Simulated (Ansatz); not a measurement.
## Nudged elastic band, with input and output: SiNH₇S

System: SiNH₇S.
Method: RKS LDA/6-31G* (Ansatz 0.2.0).

It belongs to a series of runs on one base structure; here: band between the two ends. Figures and captions count atoms from 1; the log counts them from 0 in places.

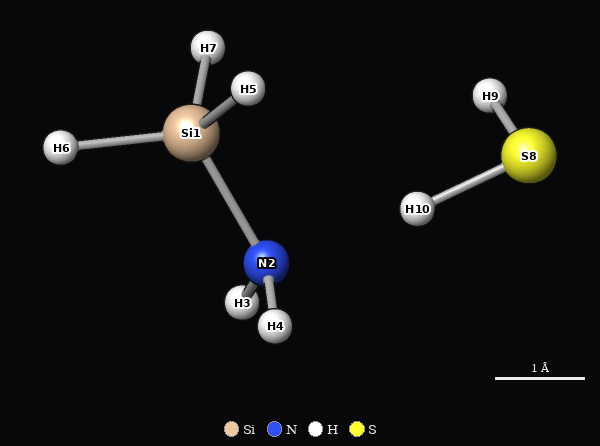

Fig. 1: The starting structure (ball-and-stick view, seen at a tilt; atoms are numbered from 1 in the order of the input).

Input:
```yaml
crystal:
  periodic: [false, false, false]
  atoms:
    - { symbol: Si, position_ang: [-0.140566, 0.345025, 0.101012] }
    - { symbol: "N", position_ang: [0.060197, -0.069738, 1.791903] }
    - { symbol: H, position_ang: [-0.790356, -0.27935, 2.324662] }
    - { symbol: H, position_ang: [0.666554, 0.543564, 2.346685] }
    - { symbol: H, position_ang: [1.232612, 0.504832, -0.470825] }
    - { symbol: H, position_ang: [-0.925606, 1.603676, -0.163474] }
    - { symbol: H, position_ang: [-0.861398, -0.80177, -0.539415] }
    - { symbol: S, position_ang: [1.674633, -2.857555, 1.473501] }
    - { symbol: H, position_ang: [0.56449, -3.44187, 0.941421] }
    - { symbol: H, position_ang: [0.99044, -1.642413, 1.688132] }
basis:
  gaussian: { orbitals: "6-31G*" }
hamiltonian:
  xc: lda
neb:
  order_check: false
  images: 7
  f_tol: 0.03
  max_iterations: 60
  final_atoms:
    - { symbol: Si, position_ang: [0.3145801, -0.21542986, -0.86800746] }
    - { symbol: "N", position_ang: [0.1014641, -0.8926911, 2.8256686] }
    - { symbol: H, position_ang: [-0.35503381, -1.62282243, 3.3850739] }
    - { symbol: H, position_ang: [-0.56401436, -0.12033261, 2.70122398] }
    - { symbol: H, position_ang: [0.92093447, -0.08396362, -2.23405934] }
    - { symbol: H, position_ang: [0.64168484, 1.0349437, -0.08560759] }
    - { symbol: H, position_ang: [-1.18442472, -0.21491991, -1.03717026] }
    - { symbol: S, position_ang: [1.07980352, -1.94581439, 0.07513952] }
    - { symbol: H, position_ang: [0.60873812, -1.49731057, 1.37862425] }
    - { symbol: H, position_ang: [0.90726773, -0.5372582, 3.35271639] }
  initial_path:
    images:
      - { positions_ang: [[-0.140566, 0.345025, 0.101012], [0.060197, -0.069738, 1.791903], [-0.790356, -0.27935, 2.324662], [0.666554, 0.543564, 2.346685], [1.232612, 0.504832, -0.470825], [-0.925606, 1.603676, -0.163474], [-0.861398, -0.80177, -0.539415], [1.674633, -2.857555, 1.473501], [0.56449, -3.44187, 0.941421], [0.99044, -1.642413, 1.688132]] }
      - { positions_ang: [[-0.10837242, 0.26330577, 0.07953108], [0.04768718, -0.05875007, 1.89006037], [-0.80787954, -0.28728956, 2.42292112], [0.72278736, 0.46719165, 2.43778749], [1.26446175, 0.38693636, -0.47432117], [-0.87137354, 1.5068852, -0.23258472], [-0.82106441, -0.89277285, -0.52662349], [1.57770663, -2.62865131, 1.2896639], [0.54960647, -3.35530756, 0.85743337], [0.91744053, -1.49714664, 1.74973406]] }
      - { positions_ang: [[-0.07617884, 0.18158655, 0.05805015], [0.03517736, -0.04776215, 1.98821774], [-0.82540309, -0.29522911, 2.52118024], [0.77902072, 0.3908193, 2.52888998], [1.2963115, 0.26904071, -0.47781734], [-0.81714108, 1.41009441, -0.30169545], [-0.78073081, -0.9837757, -0.51383197], [1.48078026, -2.39974761, 1.1058268], [0.53472295, -3.26874512, 0.77344574], [0.84444105, -1.35188028, 1.81133612]] }
      - { positions_ang: [[-0.04398527, 0.09986732, 0.03656923], [0.02266754, -0.03677422, 2.0863751], [-0.84292663, -0.30316867, 2.61943936], [0.83525407, 0.31444695, 2.61999246], [1.32816125, 0.15114507, -0.48131352], [-0.76290863, 1.31330361, -0.37080617], [-0.74039722, -1.07477855, -0.50104046], [1.38385389, -2.17084392, 0.92198969], [0.51983942, -3.18218268, 0.68945812], [0.77144158, -1.20661392, 1.87293818]] }
      - { positions_ang: [[-0.01179169, 0.0181481, 0.0150883], [0.01015772, -0.02578629, 2.18453247], [-0.86045017, -0.31110823, 2.71769848], [0.89148743, 0.23807461, 2.71109495], [1.360011, 0.03324943, -0.48480969], [-0.70867617, 1.21651281, -0.4399169], [-0.70006363, -1.16578139, -0.48824895], [1.28692751, -1.94194023, 0.73815259], [0.50495589, -3.09562024, 0.60547049], [0.6984421, -1.06134756, 1.93454024]] }
      - { positions_ang: [[0.06980126, -0.04024639, -0.20568564], [0.03298431, -0.24251249, 2.3448165], [-0.73409608, -0.63903678, 2.88454233], [0.52761198, 0.1484728, 2.70862721], [1.25024187, 0.00394616, -0.9221221], [-0.37108592, 1.17112053, -0.35133957], [-0.8211539, -0.92806602, -0.62547927], [1.23514651, -1.94290877, 0.57239932], [0.53090145, -2.69604282, 0.79875893], [0.75064851, -0.93032522, 2.28908428]] }
      - { positions_ang: [[0.1513942, -0.09864088, -0.42645958], [0.05581091, -0.4592387, 2.50510054], [-0.60774199, -0.96696533, 3.05138619], [0.16373654, 0.058871, 2.70615947], [1.14047274, -0.0253571, -1.35943451], [-0.03349567, 1.12572826, -0.26276224], [-0.94224417, -0.69035065, -0.7627096], [1.18336552, -1.94387731, 0.40664606], [0.55684701, -2.29646541, 0.99204737], [0.80285492, -0.79930288, 2.64362832]] }
      - { positions_ang: [[0.23298715, -0.15703537, -0.64723352], [0.07863751, -0.6759649, 2.66538457], [-0.4813879, -1.29489388, 3.21823005], [-0.20013891, -0.0307308, 2.70369172], [1.03070361, -0.05466036, -1.79674693], [0.30409459, 1.08033598, -0.17418491], [-1.06333445, -0.45263528, -0.89993993], [1.13158452, -1.94484585, 0.24089279], [0.58279256, -1.89688799, 1.18533581], [0.85506133, -0.66828054, 2.99817236]] }
      - { positions_ang: [[0.3145801, -0.21542986, -0.86800746], [0.1014641, -0.8926911, 2.8256686], [-0.35503381, -1.62282243, 3.3850739], [-0.56401436, -0.12033261, 2.70122398], [0.92093447, -0.08396362, -2.23405934], [0.64168484, 1.0349437, -0.08560759], [-1.18442472, -0.21491991, -1.03717026], [1.07980352, -1.94581439, 0.07513952], [0.60873812, -1.49731057, 1.37862425], [0.90726773, -0.5372582, 3.35271639]] }
```

Hardware: 1 thread of Arm Neoverse V2, 24 GiB of memory available, shared host.

Command:
```bash
ansatz run input.yaml --threads 1 --pin off --max-ram 2048MiB --backend cpu --events-out ev --progress --plain --runs-dir out
```

Output:
```
Engine: ansatz 0.2.0, aarch64-unknown-linux-gnu
Functional definition: SPW92
  exchange = slater_x
  correlation = pw_c
920 factors; their error is unknown
mean field evaluation 1: about -20225.8750 eV, gradient 5.9e1 eV
mean field evaluation 2: about -20204.1531 eV, gradient 1.1e2 eV
mean field evaluation 4: about -20232.9703 eV, gradient 6.2e0 eV
mean field evaluation 8: about -20233.0862 eV, gradient 5.8e-2 eV
mean field evaluation 16: about -20233.0293 eV, gradient 1.3e-5 eV
mean field -20233.02929409 eV, -743.5501121181 hartree, gradient 1.3e-5 eV, S^2 0.000000; 0 other end points of the search recorded, 0 dependent functions left out
the calculation of the forces begins
reference -20233.02932860 eV, -743.5501133863 hartree; 22, 22 occupied and 45, 45 virtual orbitals, 920 factors
920 factors; their error is unknown
mean field evaluation 32: about -20233.4147 eV, gradient 7.7e-6 eV
mean field -20233.41472434 eV, -743.5642764184 hartree, gradient 7.7e-6 eV, S^2 0.000000; 0 other end points of the search recorded, 0 dependent functions left out
[... from here on the field's lines of each further geometry are left out, up to the last ...]
NEB iter   1: max|band force component| = 1.025e2 eV/Å  barrier→ = 24.1061 eV  barrier← = 24.4916 eV  Δτ_max = 0.2000 Å  (229 SCF iters)
NEB iter   2: max|band force component| = 2.965e1 eV/Å  barrier→ = 6.2065 eV  barrier← = 6.5920 eV  Δτ_max = 0.2000 Å  (210 SCF iters)
NEB iter   3: max|band force component| = 1.708e1 eV/Å  barrier→ = 2.5612 eV  barrier← = 2.9466 eV  Δτ_max = 0.1980 Å  (209 SCF iters)
NEB iter   4: max|band force component| = 6.384e0 eV/Å  barrier→ = 1.3411 eV  barrier← = 1.7265 eV  Δτ_max = 0.2000 Å  (215 SCF iters)
NEB iter   5: max|band force component| = 2.778e0 eV/Å  barrier→ = 1.1307 eV  barrier← = 1.5161 eV  Δτ_max = 0.2000 Å  (197 SCF iters)
NEB iter   6: max|band force component| = 2.820e0 eV/Å  barrier→ = 0.9129 eV  barrier← = 1.2983 eV  Δτ_max = 0.1011 Å  (192 SCF iters)
NEB iter   7: max|band force component| = 2.415e0 eV/Å  barrier→ = 0.8347 eV  barrier← = 1.2201 eV  Δτ_max = 0.1022 Å  (189 SCF iters)
NEB iter   8: max|band force component| = 8.260e-1 eV/Å  barrier→ = 0.7273 eV  barrier← = 1.1127 eV  Δτ_max = 0.2000 Å  (187 SCF iters)
NEB iter   9: max|band force component| = 2.121e0 eV/Å  barrier→ = 0.6953 eV  barrier← = 1.0807 eV  Δτ_max = 0.1017 Å  (190 SCF iters)
NEB iter  10: max|band force component| = 6.619e-1 eV/Å  barrier→ = 0.5339 eV  barrier← = 0.9193 eV  Δτ_max = 0.2000 Å  (186 SCF iters)
NEB iter  11: max|band force component| = 8.911e-1 eV/Å  barrier→ = 0.4537 eV  barrier← = 0.8392 eV  Δτ_max = 0.1003 Å  (193 SCF iters)
NEB iter  12: max|band force component| = 6.612e-1 eV/Å  barrier→ = 0.3981 eV  barrier← = 0.7835 eV  Δτ_max = 0.1020 Å  (188 SCF iters)
NEB iter  13: max|band force component| = 9.729e-1 eV/Å  barrier→ = 0.3985 eV  barrier← = 0.7840 eV  Δτ_max = 0.0502 Å  (187 SCF iters)
NEB iter  14: max|band force component| = 3.234e-1 eV/Å  barrier→ = 0.3711 eV  barrier← = 0.7565 eV  CI = image 2  Δτ_max = 0.1009 Å  (193 SCF iters)
NEB iter  15: max|band force component| = 2.587e-1 eV/Å  barrier→ = 0.4043 eV  barrier← = 0.7898 eV  CI = image 2  Δτ_max = 0.1005 Å  (191 SCF iters)
NEB iter  16: max|band force component| = 3.132e-1 eV/Å  barrier→ = 0.4455 eV  barrier← = 0.8309 eV  CI = image 2  Δτ_max = 0.0503 Å  (190 SCF iters)
NEB iter  17: max|band force component| = 2.896e-1 eV/Å  barrier→ = 0.4491 eV  barrier← = 0.8345 eV  CI = image 2  Δτ_max = 0.0503 Å  (193 SCF iters)
NEB iter  18: max|band force component| = 3.747e-1 eV/Å  barrier→ = 0.4633 eV  barrier← = 0.8488 eV  CI = image 2  Δτ_max = 0.0502 Å  (193 SCF iters)
NEB iter  19: max|band force component| = 3.864e-1 eV/Å  barrier→ = 0.4611 eV  barrier← = 0.8466 eV  CI = image 2  Δτ_max = 0.0506 Å  (192 SCF iters)
NEB iter  20: max|band force component| = 1.743e-1 eV/Å  barrier→ = 0.4477 eV  barrier← = 0.8332 eV  CI = image 2  Δτ_max = 0.1005 Å  (195 SCF iters)
NEB iter  21: max|band force component| = 1.735e-1 eV/Å  barrier→ = 0.4447 eV  barrier← = 0.8301 eV  CI = image 2  Δτ_max = 0.0945 Å  (191 SCF iters)
NEB iter  22: max|band force component| = 1.542e-1 eV/Å  barrier→ = 0.4406 eV  barrier← = 0.8260 eV  CI = image 2  Δτ_max = 0.0947 Å  (191 SCF iters)
NEB iter  23: max|band force component| = 2.342e-1 eV/Å  barrier→ = 0.4364 eV  barrier← = 0.8218 eV  CI = image 2  Δτ_max = 0.0363 Å  (186 SCF iters)
NEB iter  24: max|band force component| = 8.676e-2 eV/Å  barrier→ = 0.4359 eV  barrier← = 0.8213 eV  CI = image 2  Δτ_max = 0.0379 Å  (191 SCF iters)
NEB iter  25: max|band force component| = 5.538e-2 eV/Å  barrier→ = 0.4354 eV  barrier← = 0.8209 eV  CI = image 2  Δτ_max = 0.0475 Å  (189 SCF iters)
NEB iter  26: max|band force component| = 5.723e-2 eV/Å  barrier→ = 0.4352 eV  barrier← = 0.8206 eV  CI = image 2  Δτ_max = 0.0237 Å  (184 SCF iters)
NEB iter  27: max|band force component| = 7.952e-2 eV/Å  barrier→ = 0.4349 eV  barrier← = 0.8203 eV  CI = image 2  Δτ_max = 0.0118 Å  (180 SCF iters)
NEB iter  28: max|band force component| = 4.798e-2 eV/Å  barrier→ = 0.4347 eV  barrier← = 0.8202 eV  CI = image 2  Δτ_max = 0.0118 Å  (192 SCF iters)
the calculation of the forces begins
reference -20233.41778870 eV, -743.5643890315 hartree; 22, 22 occupied and 45, 45 virtual orbitals, 920 factors
920 factors; their error is unknown
mean field -20232.59464478 eV, -743.5341390505 hartree, gradient 1.0e-5 eV, S^2 0.000000; 1 other end points of the search recorded, 0 dependent functions left out
the calculation of the forces begins
reference -20232.59467657 eV, -743.5341402187 hartree; 22, 22 occupied and 45, 45 virtual orbitals, 920 factors
NEB iter  29: max|band force component| = 2.988e-2 eV/Å  barrier→ = 0.4346 eV  barrier← = 0.8201 eV  CI = image 2  Δτ_max = 0.0000 Å  (381 SCF iters)
```

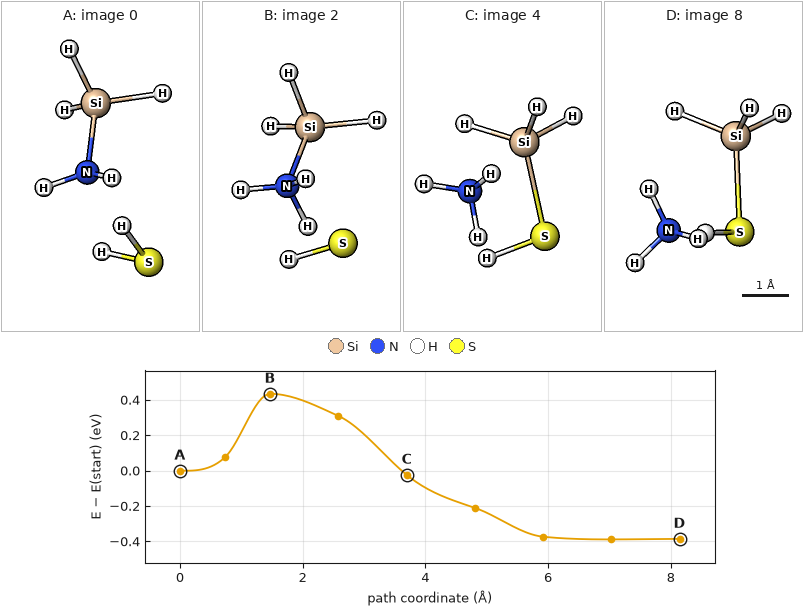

Fig. 2: Images of the last band (counted from 0; ball-and-stick, seen at a tilt) above the energy along the path; the line is a cubic interpolation that uses the forces. The highest image is number 2, 0.435 eV above the start and 0.820 eV above the end (the climbing image); the end lies 0.385 eV below the start. The path is 8.14 Å long. The band converged in 29 iterations.

```
Total energy: -20232.59467657 eV, -743.5341402187 hartree
Atom 0 at     0.064697    -0.029722     0.086505 Å, force    -0.011645    -0.017990     0.001672 eV/Å
Atom 1 at     0.127553    -0.180184     1.949389 Å, force     0.004051     0.000928    -0.003408 eV/Å
Atom 2 at    -0.799527    -0.354252     2.369556 Å, force    -0.000468     0.007181     0.001067 eV/Å
Atom 3 at     0.553088     0.636964     2.418146 Å, force    -0.000499     0.001230     0.003639 eV/Å
Atom 4 at     1.401837     0.270705    -0.494480 Å, force     0.004002    -0.001599     0.003580 eV/Å
Atom 5 at    -0.677342     1.299620     0.054887 Å, force     0.000375     0.003149    -0.000099 eV/Å
Atom 6 at    -0.874425    -0.989492    -0.558861 Å, force    -0.003274     0.004790    -0.004103 eV/Å
Atom 7 at     1.475875    -2.379975     0.783214 Å, force     0.011905     0.002339    -0.000693 eV/Å
Atom 8 at     0.412902    -3.221517     0.936989 Å, force    -0.002618     0.006120    -0.001528 eV/Å
Atom 9 at     0.786343    -1.147746     1.948257 Å, force    -0.001830    -0.006147    -0.000127 eV/Å
Dipole moment:    -0.698072     0.742061     0.618586 e Å
this run last wrote the band of iteration 29 to [file]
```

The last band as extended XYZ (Å, eV, eV/Å):
```
10
Properties=species:S:1:pos:R:3:forces:R:3 image=0 energy=-20233.02929
Si   -0.1406    0.3450    0.1010   -0.0049   0.0059   0.0110
N     0.0602   -0.0697    1.7919    0.0106  -0.0041  -0.0160
H    -0.7904   -0.2793    2.3247    0.0037  -0.0020   0.0029
H     0.6666    0.5436    2.3467   -0.0040   0.0003  -0.0006
H     1.2326    0.5048   -0.4708    0.0005  -0.0007   0.0028
H    -0.9256    1.6037   -0.1635    0.0007  -0.0005  -0.0047
H    -0.8614   -0.8018   -0.5394   -0.0003  -0.0006  -0.0008
S     1.6746   -2.8576    1.4735   -0.0247   0.0076  -0.0089
H     0.5645   -3.4419    0.9414    0.0187   0.0118   0.0100
H     0.9904   -1.6424    1.6881   -0.0003  -0.0177   0.0041
10
Properties=species:S:1:pos:R:3:forces:R:3 image=1 energy=-20232.95355
Si   -0.0539    0.1887    0.1379   -0.0672   0.1225   0.0279
N     0.0494   -0.0778    1.8826   -0.0342   0.0484  -0.0308
H    -0.8310   -0.3043    2.3573   -0.0142   0.0240  -0.0028
H     0.5485    0.6407    2.4186    0.0024  -0.0014   0.0035
H     1.3338    0.2756   -0.4132   -0.0400   0.0079   0.0444
H    -0.7809    1.4681   -0.1569   -0.0564   0.0939  -0.1035
H    -0.8263   -0.9486   -0.4564    0.0212   0.0287   0.0560
S     1.6163   -2.5909    1.0482    0.0727  -0.1156   0.1316
H     0.4322   -3.2575    0.9545    0.0075  -0.0200  -0.0004
H     0.9829   -1.4896    1.7210    0.1082  -0.1883  -0.1259
10
Properties=species:S:1:pos:R:3:forces:R:3 image=2 energy=-20232.59465
Si    0.0647   -0.0297    0.0865   -0.0116  -0.0180   0.0017
N     0.1276   -0.1802    1.9494    0.0041   0.0009  -0.0034
H    -0.7995   -0.3543    2.3696   -0.0005   0.0072   0.0011
H     0.5531    0.6370    2.4181   -0.0005   0.0012   0.0036
H     1.4018    0.2707   -0.4945    0.0040  -0.0016   0.0036
H    -0.6773    1.2996    0.0549    0.0004   0.0031  -0.0001
H    -0.8744   -0.9895   -0.5589   -0.0033   0.0048  -0.0041
S     1.4759   -2.3800    0.7832    0.0119   0.0023  -0.0007
H     0.4129   -3.2215    0.9370   -0.0026   0.0061  -0.0015
H     0.7863   -1.1477    1.9483   -0.0018  -0.0061  -0.0001
10
Properties=species:S:1:pos:R:3:forces:R:3 image=3 energy=-20232.71954
Si    0.2500   -0.2427    0.0225    0.0376  -0.0251  -0.0142
N     0.0540   -0.2902    2.0923   -0.0123  -0.0259   0.0340
H    -0.9257   -0.4083    2.3938   -0.0212   0.0077   0.0028
H     0.4068    0.5966    2.4838   -0.0267  -0.0066   0.0087
H     1.2683    0.1268   -1.0334   -0.0161  -0.0321  -0.0761
H    -0.2659    1.1894    0.2622    0.0577  -0.0207   0.0326
H    -0.9882   -0.8992   -0.5167   -0.0098   0.0025   0.0027
S     1.5089   -2.1457    0.4407   -0.0013   0.0405  -0.0571
H     0.5137   -2.9444    0.9367    0.0185   0.0413   0.0004
H     0.6491   -1.0779    2.4118   -0.0262   0.0183   0.0662
10
Properties=species:S:1:pos:R:3:forces:R:3 image=4 energy=-20233.05273
Si    0.3240   -0.2860   -0.1697    0.0162  -0.0222  -0.0519
N    -0.0915   -0.3952    2.1984   -0.0165  -0.0474   0.0531
H    -1.0493   -0.5301    2.5463   -0.0444  -0.0182   0.0349
H     0.2278    0.5338    2.5039   -0.0709  -0.0182   0.0058
H     0.9358   -0.0532   -1.5342   -0.0810  -0.0491  -0.1298
H     0.3356    1.1318    0.3455    0.1756  -0.0109   0.0241
H    -1.0816   -0.7547   -0.3988   -0.0193   0.0460   0.0210
S     1.6185   -1.9867    0.2944    0.0412   0.0455  -0.0409
H     0.7220   -2.6709    1.0659    0.0521   0.0824   0.0289
H     0.5297   -1.0844    2.6421   -0.0529  -0.0078   0.0549
10
Properties=species:S:1:pos:R:3:forces:R:3 image=5 energy=-20233.23930
Si    0.3393   -0.3256   -0.4201    0.0189  -0.0044  -0.0452
N    -0.0841   -0.5838    2.3901   -0.0275  -0.0236   0.0334
H    -1.0881   -0.6433    2.5996   -0.0123  -0.0143  -0.0094
H     0.1739    0.4095    2.4490    0.0026  -0.0238  -0.0067
H     0.6453   -0.0544   -1.8675   -0.0292   0.0017  -0.0395
H     0.6692    0.9535    0.3016    0.0435  -0.0296  -0.0005
H    -1.1310   -0.6019   -0.3050   -0.0007   0.0225   0.0095
S     1.5596   -2.0306   -0.0186   -0.0134  -0.0016  -0.0301
H     0.9747   -2.1582    1.2114    0.0348   0.0655   0.0250
H     0.4124   -1.0608    3.1531   -0.0168   0.0075   0.0636
10
Properties=species:S:1:pos:R:3:forces:R:3 image=6 energy=-20233.40244
Si    0.2941   -0.3050   -0.7020    0.0026   0.0056  -0.0178
N     0.0921   -0.8066    2.6597    0.0071  -0.0052   0.0082
H    -0.9163   -0.9989    2.6857    0.0046  -0.0139   0.0029
H     0.2169    0.2079    2.5513    0.0056  -0.0085   0.0053
H     0.6120   -0.1034   -2.1523    0.0024  -0.0024  -0.0128
H     0.5850    0.9888    0.0247    0.0030  -0.0004  -0.0080
H    -1.1959   -0.5063   -0.5721   -0.0026   0.0007  -0.0154
S     1.4186   -1.9170    0.0752   -0.0149   0.0060   0.0029
H     0.8644   -1.5681    1.3645   -0.0076   0.0211   0.0174
H     0.5001   -1.0870    3.5588   -0.0002  -0.0029   0.0172
10
Properties=species:S:1:pos:R:3:forces:R:3 image=7 energy=-20233.41776
Si    0.2311   -0.2974   -0.8495    0.0005   0.0007  -0.0002
N     0.1777   -0.8237    2.8011   -0.0008  -0.0021  -0.0009
H    -0.6955   -1.2426    3.1414   -0.0002   0.0010   0.0001
H     0.0186    0.1796    2.6482    0.0006   0.0005  -0.0013
H     0.9282    0.0291   -2.1374    0.0007  -0.0001   0.0000
H     0.2907    0.9245    0.0392    0.0003   0.0001   0.0019
H    -1.2279   -0.4989   -1.1711   -0.0003  -0.0019   0.0007
S     1.1639   -1.9430    0.0954   -0.0007   0.0005  -0.0038
H     0.6879   -1.4928    1.4001   -0.0005   0.0004   0.0038
H     0.8964   -0.9304    3.5264    0.0003   0.0008  -0.0004
10
Properties=species:S:1:pos:R:3:forces:R:3 image=8 energy=-20233.41472
Si    0.3146   -0.2154   -0.8680   -0.0026   0.0221  -0.0001
N     0.1015   -0.8927    2.8257   -0.0176  -0.0010   0.0041
H    -0.3550   -1.6228    3.3851    0.0006  -0.0004  -0.0073
H    -0.5640   -0.1203    2.7012   -0.0001  -0.0025  -0.0048
H     0.9209   -0.0840   -2.2341   -0.0034  -0.0010   0.0041
H     0.6417    1.0349   -0.0856   -0.0013  -0.0112  -0.0105
H    -1.1844   -0.2149   -1.0372    0.0031  -0.0007   0.0006
S     1.0798   -1.9458    0.0751    0.0028  -0.0044   0.0122
H     0.6087   -1.4973    1.3786    0.0016  -0.0028  -0.0038
H     0.9073   -0.5373    3.3527    0.0169   0.0020   0.0056
```

Summary:

| quantity | value |
| --- | --- |
| outcome | converged |
| barrier, forward | 0.435 eV |
| barrier, backward | 0.820 eV |
| wall time | 4.2 min |
| peak memory | 0.1 GiB |

Notes:

The order of the saddle point was not checked.
